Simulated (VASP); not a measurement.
Given:

```yaml
crystal:
  lattice:
    - [2.99087, 0.00000, 0.00000]
    - [0.00000, 2.99087, 0.00000]
    - [0.00000, 0.00000, 8.44931]
  atoms:
    - { symbol: Mg, position: [0.50000, 0.50000, 0.75060] }
    - { symbol: Mg, position: [0.50000, 0.50000, 0.24940] }
    - { symbol: Mg, position: [0.00000, 0.00000, 0.50000] }
    - { symbol: Zn, position: [0.00000, 0.00000, 0.00000] }
    - { symbol: O, position: [0.00000, 0.00000, 0.25265] }
    - { symbol: O, position: [0.00000, 0.00000, 0.74735] }
    - { symbol: O, position: [0.50000, 0.50000, 0.00000] }
    - { symbol: O, position: [0.50000, 0.50000, 0.50000] }
```

Method: PBEsol GGA, VASP's PBE PAW potentials (set 64) (plane waves; VASP). Settings: 520 eV cut-off, 8×8×3 Γ-centred mesh, tetrahedra with Blöchl corrections, potentials Mg Zn O.

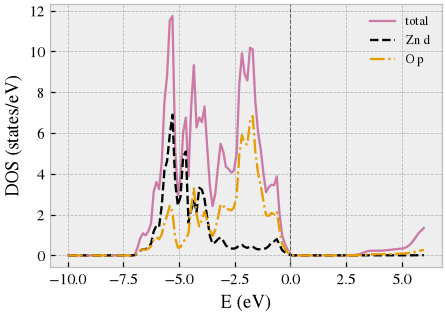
Total and projected density of states, zero at the valence-band maximum

Within 2 eV below the valence-band maximum the largest weight inside VASP's projection spheres is O p.

The gap is indirect, 2.54 eV, from the valence maximum at X to the conduction minimum at Γ.

The structure comes from a computed database's Mg3ZnO4 entry (P4/mmm); how it stands against other phases isn't given here. It was relaxed first.
